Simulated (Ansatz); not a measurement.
# CH4AlNO: up Jacob's ladder to CCSD(T)

How much do the methods differ for CH4AlNO? The plan is to run it at one geometry with functionals of several rungs and with coupled cluster, and see how far each lands from CCSD(T) at the basis-set limit for the atomisation energy.

Method: functionals in def2-TZVPP, the program's frozen cores in correlated methods; program: Ansatz 0.2.0, Gaussian basis.

Levels to be run: LDA (SPW92), PBE-D4, revPBE-D4, BLYP-D4, r2SCAN-D4, B97M-V, PBE0-D4, B3LYP-D4, r2SCANh-D4, r2SCAN0-D4, HSE06-D4, BHLYP-D4, CAM-B3LYP-D4, LC-ωPBE, ωB97X-V, ωB97M-V, B2PLYP, PBE-QIDH; CCSD(T)/def2-SVP; CCSD(T)/def2-TZVPP; MP2/def2-QZVPP; extrapolation to the limit; RPA on PBE.

**1. The relaxed structure**

All runs share one geometry, relaxed beforehand with PBE0-D4 in a triple-zeta def2 set.

SMILES `N[C](=O)[AlH2]`, 8 atoms, charge 0, spin multiplicity 1.

Atoms are counted from 1 here; the program's logs count them from 0.

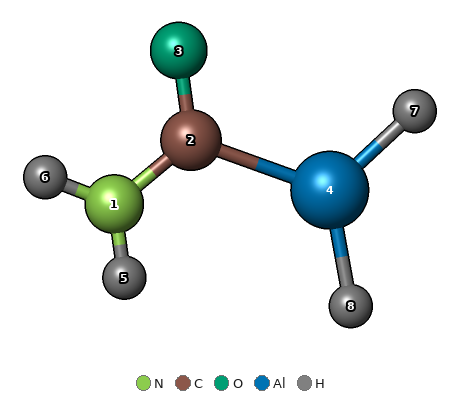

The geometry (nitrogen green, carbon brown, oxygen teal, aluminium blue, hydrogen grey); atoms are numbered from 1 in the order of the file.

**2. LDA**

This LDA is Slater exchange with PW92 correlation.

File in.yaml:

```yaml
crystal:
  periodic: [false, false, false]
  atoms:
    - {symbol: N, position_ang: [0.484960, 0.783575, 1.120309]}
    - {symbol: C, position_ang: [-0.361152, 0.556386, 0.082328]}
    - {symbol: O, position_ang: [-1.264822, 1.333375, -0.188051]}
    - {symbol: Al, position_ang: [-0.166601, -1.082571, -1.070167]}
    - {symbol: H, position_ang: [1.228070, 0.145707, 1.341266]}
    - {symbol: H, position_ang: [0.368534, 1.613262, 1.684629]}
    - {symbol: H, position_ang: [-1.194898, -1.277775, -2.250548]}
    - {symbol: H, position_ang: [0.998010, -2.128960, -0.775667]}
basis:
  gaussian: {orbitals: def2-TZVPP}
hamiltonian: {xc: lda}
output: {orbitals: {seedname: orbitals}}
```

Command:

```console
> ansatz run in.yaml --threads 2 --pin off --events-out ev --progress --plain --max-ram 4352MiB
```

After this run come: PBE-D4 (GGA); revPBE-D4 (GGA); BLYP-D4 (GGA); r2SCAN-D4 (meta-GGA); B97M-V (meta-GGA); PBE0-D4 (hybrid); B3LYP-D4 (hybrid); r2SCANh-D4 (hybrid); r2SCAN0-D4 (hybrid); HSE06-D4 (hybrid); BHLYP-D4 (hybrid); CAM-B3LYP-D4 (range-separated); LC-ωPBE (range-separated); ωB97X-V (range-separated); ωB97M-V (range-separated); B2PLYP (double hybrid); PBE-QIDH (double hybrid); CCSD(T) in def2-SVP; CCSD(T) in def2-TZVPP; MP2 in def2-QZVPP; RPA on PBE orbitals.

Q: Predict the results of all the runs planned. Wanted: atomisation energy, CCSD(T)/CBS; farthest beyond LDA; mean size of error, GGA; mean size of error, meta-GGA; mean size of error, hybrid; mean size of error, range-separated; mean size of error, double hybrid; gap, smallest and largest; T1 diagnostic.

As calculated:

```
                               quantity                                             value
        atomisation energy, CCSD(T)/CBS                                     2780.7 kJ/mol
 functionals within 13.9 kJ/mol (0.5 %)  revPBE-D4, r2SCAN-D4, PBE0-D4, HSE06-D4, LC-ωPBE
                    farthest beyond LDA                          BHLYP-D4 (-112.9 kJ/mol)
                mean size of error, GGA                                       47.0 kJ/mol
           mean size of error, meta-GGA                                       19.0 kJ/mol
             mean size of error, hybrid                                       36.3 kJ/mol
    mean size of error, range-separated                                       16.6 kJ/mol
      mean size of error, double hybrid                                       30.7 kJ/mol
              gap, smallest and largest          2.32 eV (LDA (SPW92)), 9.32 eV (LC-ωPBE)
                          T1 diagnostic                                            0.0166
triples share of the correlation energy                                             4.0 %
```

In words: The LDA atomisation energy is off by 466.6 kJ/mol (17 %): it overbinds. PBE-D4 misses by +90.9 kJ/mol. Double hybrids carry the basis error of their MP2 part in triple zeta, and no dispersion term here, so their miss is partly the set-up's. By mean error the best rung here is range-separated (16.6 kJ/mol) and the worst beyond LDA is GGA (47.0 kJ/mol). The gap between the best rungs is small, so their order is not settled. The reference freezes the cores and leaves out relativity and excitations past (T), so misses under about 13.9 kJ/mol can't be ranked. Hartree-Fock recovers 67 % of the binding; the rest is correlation. CCSD(T) in def2-SVP is off by -178.2 kJ/mol, which most functionals beat. The gap grows from 2.3 to 9.3 eV across the functionals, mostly with the share of exact exchange.
